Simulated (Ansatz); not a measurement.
**Nudged elastic band, with input and output: CH8BNO (part 1 of 2)**

The run: nudged elastic band of CH8BNO. Method and program: RKS B3LYP-D4/6-31G* (Ansatz 0.2.0).

It belongs to a series of runs on one base structure; here: band between the two ends.

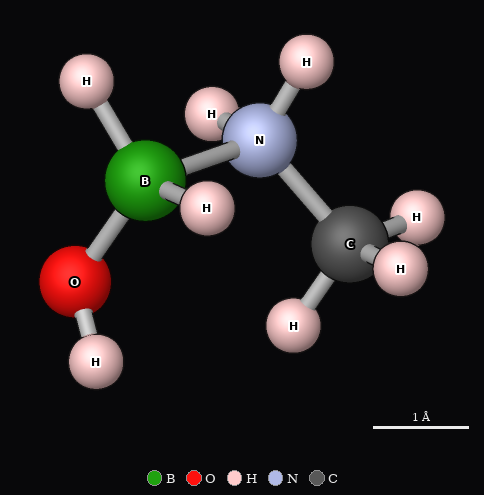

*The starting structure (ball-and-stick view, seen at a tilt).*

Bond lengths as drawn: B–H 1.22 Å, B–N 1.71 Å, B–O 1.44 Å, C–H 1.09 Å, C–N 1.48 Å, H–N 1.02 Å and H–O 0.96 Å.

### Key numbers

| quantity | value |
| --- | --- |
| outcome | converged |
| barrier, forward | 1.142 eV |
| barrier, backward | 0.577 eV |
| hardware | 1 thread of Arm Neoverse V1, 24 GiB of memory available, shared host |
| wall time | 10 min |
| peak memory | 0.15 GiB |

### Notes

The order of the saddle point was not checked.

### Input file
```yaml
crystal:
  periodic: [false, false, false]
  atoms:
    - { symbol: B, position_ang: [0.254015, 0.18293, 0.347458] }
    - { symbol: O, position_ang: [-0.972133, -0.211211, 0.986576] }
    - { symbol: H, position_ang: [-1.661501, -0.347385, 0.325801] }
    - { symbol: H, position_ang: [1.253889, -0.261044, 0.880469] }
    - { symbol: H, position_ang: [0.270643, 0.157091, -0.872362] }
    - { symbol: "N", position_ang: [0.410893, 1.848035, 0.686789] }
    - { symbol: H, position_ang: [1.321008, 2.166984, 0.351983] }
    - { symbol: C, position_ang: [-0.680842, 2.684143, 0.141185] }
    - { symbol: H, position_ang: [-1.620315, 2.269783, 0.510469] }
    - { symbol: H, position_ang: [-0.589588, 3.73339, 0.440281] }
    - { symbol: H, position_ang: [-0.659581, 2.604411, -0.947835] }
    - { symbol: H, position_ang: [0.425514, 1.920374, 1.705287] }
basis:
  gaussian: { orbitals: "6-31G*" }
hamiltonian:
  xc: b3lyp
  dispersion: d4
neb:
  order_check: false
  images: 9
  f_tol: 0.03
  max_iterations: 46
  final_atoms:
    - { symbol: B, position_ang: [1.05752903, 0.55589138, -0.42183255] }
    - { symbol: O, position_ang: [-1.45205292, 0.72272961, 2.3573757] }
    - { symbol: H, position_ang: [-2.19542917, 0.19696958, 2.02688718] }
    - { symbol: H, position_ang: [1.98833022, -0.0273834, 0.05158716] }
    - { symbol: H, position_ang: [0.53078879, 0.20744481, -1.43900422] }
    - { symbol: "N", position_ang: [0.55282582, 1.66832509, 0.24928601] }
    - { symbol: H, position_ang: [1.015789, 1.98886183, 1.09392668] }
    - { symbol: C, position_ang: [-0.53615224, 2.54513562, -0.17603991] }
    - { symbol: H, position_ang: [-0.96612528, 2.14840591, -1.09860536] }
    - { symbol: H, position_ang: [-1.31306277, 2.58669658, 0.59443615] }
    - { symbol: H, position_ang: [-0.17301216, 3.56102216, -0.37162815] }
    - { symbol: H, position_ang: [-0.7574263, 0.59340184, 1.68971232] }
  initial_path:
    images:
      - { positions_ang: [[0.254015, 0.18293, 0.347458], [-0.972133, -0.211211, 0.986576], [-1.661501, -0.347385, 0.325801], [1.253889, -0.261044, 0.880469], [0.270643, 0.157091, -0.872362], [0.410893, 1.848035, 0.686789], [1.321008, 2.166984, 0.351983], [-0.680842, 2.684143, 0.141185], [-1.620315, 2.269783, 0.510469], [-0.589588, 3.73339, 0.440281], [-0.659581, 2.604411, -0.947835], [0.425514, 1.920374, 1.705287]] }
      - { positions_ang: [[0.23241003, 0.15409246, 0.27028785], [-0.80994213, -0.18436861, 1.12740598], [-1.54864039, -0.36267038, 0.6295114], [1.25564492, -0.18324801, 0.61643982], [0.06391433, 0.13123392, -0.85913533], [0.33300444, 1.82887585, 0.67901051], [1.10235994, 2.11939804, 0.6160885], [-0.61738942, 2.72100582, 0.06743644], [-1.3825024, 2.31795133, 0.15313517], [-0.74155885, 3.64003087, 0.37049678], [-0.44787977, 2.81800274, -0.79027356], [0.3125813, 1.74719697, 1.67569744]] }
      - { positions_ang: [[0.21080506, 0.12525492, 0.19311769], [-0.64775125, -0.15752621, 1.26823595], [-1.43577978, -0.37795575, 0.9332218], [1.25740084, -0.10545202, 0.35241064], [-0.14281434, 0.10537683, -0.84590866], [0.25511587, 1.8097167, 0.67123202], [0.88371188, 2.07181208, 0.880194], [-0.55393684, 2.75786864, -0.00631212], [-1.14468979, 2.36611965, -0.20419865], [-0.8935297, 3.54667174, 0.30071257], [-0.23617854, 3.03159448, -0.63271211], [0.1996486, 1.57401994, 1.64610787]] }
      - { positions_ang: [[0.18920008, 0.09641738, 0.11594754], [-0.48556038, -0.13068382, 1.40906593], [-1.32291917, -0.39324113, 1.2369322], [1.25915676, -0.02765603, 0.08838147], [-0.34954301, 0.07951975, -0.83268198], [0.17722731, 1.79055755, 0.66345353], [0.66506383, 2.02422611, 1.1442995], [-0.49048427, 2.79473146, -0.08006068], [-0.90687719, 2.41428798, -0.56153248], [-1.04550056, 3.45331262, 0.23092835], [-0.02447732, 3.24518622, -0.47515067], [0.0867159, 1.40084291, 1.61651831]] }
      - { positions_ang: [[0.16759511, 0.06757985, 0.03877738], [-0.3233695, -0.10384143, 1.5498959], [-1.21005856, -0.4085265, 1.54064259], [1.26091269, 0.05013997, -0.17564771], [-0.55627168, 0.05366267, -0.81945531], [0.09933875, 1.7713984, 0.65567503], [0.44641577, 1.97664015, 1.408405], [-0.42703169, 2.83159428, -0.15380924], [-0.66906458, 2.4624563, -0.9188663], [-1.19747141, 3.35995349, 0.16114413], [0.18722391, 3.45877795, -0.31758923], [-0.0262168, 1.22766588, 1.58692875]] }
      - { positions_ang: [[0.14599014, 0.03874231, -0.03839277], [-0.16117863, -0.07699903, 1.69072588], [-1.09719795, -0.42381188, 1.84435299], [1.26266861, 0.12793596, -0.43967689], [-0.76300035, 0.02780559, -0.80622864], [0.02145018, 1.75223925, 0.64789654], [0.22776771, 1.92905419, 1.6725105], [-0.36357911, 2.8684571, -0.2275578], [-0.43125198, 2.51062463, -1.27620013], [-1.34944226, 3.26659436, 0.09135992], [0.39892514, 3.67236969, -0.16002778], [-0.1391495, 1.05448885, 1.55733918]] }
      - { positions_ang: [[0.32829792, 0.14217212, -0.11508073], [-0.41935349, 0.0829467, 1.82405584], [-1.3168442, -0.29965559, 1.88085983], [1.40780093, 0.09687208, -0.34142408], [-0.50424252, 0.06373343, -0.93278376], [0.12772531, 1.73545642, 0.56817444], [0.38537197, 1.94101572, 1.55679374], [-0.39809374, 2.8037928, -0.21725422], [-0.53822664, 2.43818089, -1.24068117], [-1.34216636, 3.1306148, 0.19197516], [0.28453768, 3.65010019, -0.20234786], [-0.26280486, 0.96227145, 1.58381381]] }
      - { positions_ang: [[0.5106057, 0.24560194, -0.19176868], [-0.67752835, 0.24289242, 1.95738581], [-1.53649044, -0.1754993, 1.91736667], [1.55293325, 0.06580821, -0.24317127], [-0.24548469, 0.09966127, -1.05933887], [0.23400043, 1.71867358, 0.48845233], [0.54297623, 1.95297724, 1.44107697], [-0.43260836, 2.73912851, -0.20695064], [-0.6452013, 2.36573714, -1.20516222], [-1.33489047, 2.99463525, 0.29259041], [0.17015022, 3.62783068, -0.24466793], [-0.38646022, 0.87005404, 1.61028844]] }
      - { positions_ang: [[0.69291347, 0.34903175, -0.26845664], [-0.9357032, 0.40283815, 2.09071577], [-1.75613669, -0.051343, 1.95387351], [1.69806557, 0.03474434, -0.14491846], [0.01327313, 0.13558912, -1.18589399], [0.34027556, 1.70189075, 0.40873022], [0.70058048, 1.96493877, 1.32536021], [-0.46712299, 2.67446421, -0.19664707], [-0.75217596, 2.2932934, -1.16964327], [-1.32761457, 2.85865569, 0.39320566], [0.05576276, 3.60556117, -0.28698801], [-0.51011558, 0.77783664, 1.63676307]] }
      - { positions_ang: [[0.87522125, 0.45246157, -0.3451446], [-1.19387806, 0.56278388, 2.22404573], [-1.97578293, 0.07281329, 1.99038035], [1.8431979, 0.00368047, -0.04666565], [0.27203096, 0.17151696, -1.3124491], [0.44655069, 1.68510792, 0.32900812], [0.85818474, 1.9769003, 1.20964344], [-0.50163762, 2.60979992, -0.18634349], [-0.85915062, 2.22084966, -1.13412431], [-1.32033867, 2.72267614, 0.4938209], [-0.0586247, 3.58329166, -0.32930808], [-0.63377094, 0.68561924, 1.66323769]] }
      - { positions_ang: [[1.05752903, 0.55589138, -0.42183255], [-1.45205292, 0.72272961, 2.3573757], [-2.19542917, 0.19696958, 2.02688718], [1.98833022, -0.0273834, 0.05158716], [0.53078879, 0.20744481, -1.43900422], [0.55282582, 1.66832509, 0.24928601], [1.015789, 1.98886183, 1.09392668], [-0.53615224, 2.54513562, -0.17603991], [-0.96612528, 2.14840591, -1.09860536], [-1.31306277, 2.58669658, 0.59443615], [-0.17301216, 3.56102216, -0.37162815], [-0.7574263, 0.59340184, 1.68971232]] }
```

Run as:
```bash
ansatz run input.yaml --threads 1 --pin off --max-ram 2048MiB --backend cpu --events-out ev --progress --plain --runs-dir out
```

### What the program printed
```
Engine: ansatz 0.2.0, aarch64-unknown-linux-gnu
Functional definition: B3LYP
  parameter a0 = 0.2
  parameter ax = 0.72
  parameter ac = 0.81
  exchange = (1 - a0 - ax)*slater_x + ax*b88_x + a0*exact_x
  correlation = (1 - ac)*vwn_rpa_c + ac*lyp_c
903 factors; integrals over basis functions are off by at most 3.9e-4 eV
mean field evaluation 1: about -5374.6716 eV, gradient 6.1e1 eV
mean field evaluation 2: about -5367.2809 eV, gradient 8.7e1 eV
mean field evaluation 4: about -5381.9135 eV, gradient 3.7e0 eV
mean field evaluation 8: about -5381.9527 eV, gradient 3.7e-2 eV
mean field -5381.95273898 eV, -197.7831151391 hartree, gradient 6.6e-5 eV, S^2 0.000000; 0 other end points of the search recorded, 0 dependent functions left out
the calculation of the forces begins
reference -5381.95294437 eV, -197.7831226867 hartree; 17, 17 occupied and 59, 59 virtual orbitals, 903 factors
896 factors; integrals over basis functions are off by at most 3.9e-4 eV
mean field evaluation 16: about -5364.4616 eV, gradient 9.3e1 eV
mean field -5381.42733754 eV, -197.7638069920 hartree, gradient 2.7e-5 eV, S^2 0.000000; 0 other end points of the search recorded, 0 dependent functions left out
[... from here on the field's lines of each further geometry are left out, up to the last ...]
NEB iter   1: max|band force component| = 3.518e1 eV/Å  barrier→ = 17.2082 eV  barrier← = 16.6436 eV  Δτ_max = 0.2000 Å  (267 SCF iters)
NEB iter   2: max|band force component| = 1.298e1 eV/Å  barrier→ = 6.1919 eV  barrier← = 5.6273 eV  Δτ_max = 0.1995 Å  (260 SCF iters)
NEB iter   3: max|band force component| = 6.597e0 eV/Å  barrier→ = 2.3464 eV  barrier← = 1.7818 eV  Δτ_max = 0.2000 Å  (241 SCF iters)
NEB iter   4: max|band force component| = 1.970e0 eV/Å  barrier→ = 1.4472 eV  barrier← = 0.8826 eV  Δτ_max = 0.1985 Å  (240 SCF iters)
NEB iter   5: max|band force component| = 1.169e0 eV/Å  barrier→ = 1.2672 eV  barrier← = 0.7026 eV  Δτ_max = 0.1968 Å  (237 SCF iters)
NEB iter   6: max|band force component| = 8.801e-1 eV/Å  barrier→ = 1.2569 eV  barrier← = 0.6924 eV  Δτ_max = 0.1995 Å  (227 SCF iters)
NEB iter   7: max|band force component| = 1.580e0 eV/Å  barrier→ = 1.4313 eV  barrier← = 0.8667 eV  Δτ_max = 0.1016 Å  (233 SCF iters)
NEB iter   8: max|band force component| = 6.523e-1 eV/Å  barrier→ = 1.3053 eV  barrier← = 0.7408 eV  Δτ_max = 0.1991 Å  (226 SCF iters)
NEB iter   9: max|band force component| = 5.985e-1 eV/Å  barrier→ = 1.1701 eV  barrier← = 0.6055 eV  Δτ_max = 0.1991 Å  (226 SCF iters)
NEB iter  10: max|band force component| = 3.034e0 eV/Å  barrier→ = 1.1515 eV  barrier← = 0.5869 eV  Δτ_max = 0.1018 Å  (228 SCF iters)
NEB iter  11: max|band force component| = 5.777e-1 eV/Å  barrier→ = 0.9476 eV  barrier← = 0.3830 eV  Δτ_max = 0.2000 Å  (224 SCF iters)
NEB iter  12: max|band force component| = 2.217e0 eV/Å  barrier→ = 1.2469 eV  barrier← = 0.6823 eV  Δτ_max = 0.1003 Å  (237 SCF iters)
NEB iter  13: max|band force component| = 8.653e-1 eV/Å  barrier→ = 1.0738 eV  barrier← = 0.5092 eV  CI = image 4  Δτ_max = 0.1146 Å  (234 SCF iters)
NEB iter  14: max|band force component| = 1.170e0 eV/Å  barrier→ = 1.2481 eV  barrier← = 0.6835 eV  CI = image 4  Δτ_max = 0.0576 Å  (234 SCF iters)
NEB iter  15: max|band force component| = 8.412e-1 eV/Å  barrier→ = 1.2039 eV  barrier← = 0.6393 eV  CI = image 4  Δτ_max = 0.0586 Å  (213 SCF iters)
NEB iter  16: max|band force component| = 3.411e-1 eV/Å  barrier→ = 1.1741 eV  barrier← = 0.6095 eV  CI = image 4  Δτ_max = 0.1152 Å  (210 SCF iters)
NEB iter  17: max|band force component| = 1.773e-1 eV/Å  barrier→ = 1.1497 eV  barrier← = 0.5851 eV  CI = image 4  Δτ_max = 0.0780 Å  (205 SCF iters)
NEB iter  18: max|band force component| = 1.228e-1 eV/Å  barrier→ = 1.1441 eV  barrier← = 0.5795 eV  CI = image 4  Δτ_max = 0.0348 Å  (212 SCF iters)
NEB iter  19: max|band force component| = 8.255e-2 eV/Å  barrier→ = 1.1426 eV  barrier← = 0.5780 eV  CI = image 4  Δτ_max = 0.0246 Å  (213 SCF iters)
NEB iter  20: max|band force component| = 3.396e-2 eV/Å  barrier→ = 1.1420 eV  barrier← = 0.5774 eV  CI = image 4  Δτ_max = 0.0132 Å  (213 SCF iters)
NEB iter  21: max|band force component| = 3.256e-2 eV/Å  barrier→ = 1.1418 eV  barrier← = 0.5772 eV  CI = image 4  Δτ_max = 0.0369 Å  (196 SCF iters)
NEB iter  22: max|band force component| = 3.521e-2 eV/Å  barrier→ = 1.1417 eV  barrier← = 0.5771 eV  CI = image 4  Δτ_max = 0.0184 Å  (191 SCF iters)
the calculation of the forces begins
reference -5381.41706168 eV, -197.7634293612 hartree; 17, 17 occupied and 59, 59 virtual orbitals, 900 factors
903 factors; integrals over basis functions are off by at most 4.8e-4 eV
mean field evaluation 1472: about -5380.8034 eV, gradient 4.9e-1 eV
mean field -5380.81750492 eV, -197.7413960569 hartree, gradient 1.3e-5 eV, S^2 0.000000; 1 other end points of the search recorded, 0 dependent functions left out
the calculation of the forces begins
reference -5380.81770873 eV, -197.7414035465 hartree; 17, 17 occupied and 59, 59 virtual orbitals, 903 factors
NEB iter  23: max|band force component| = 7.822e-3 eV/Å  barrier→ = 1.1417 eV  barrier← = 0.5771 eV  CI = image 4  Δτ_max = 0.0000 Å  (409 SCF iters)
```
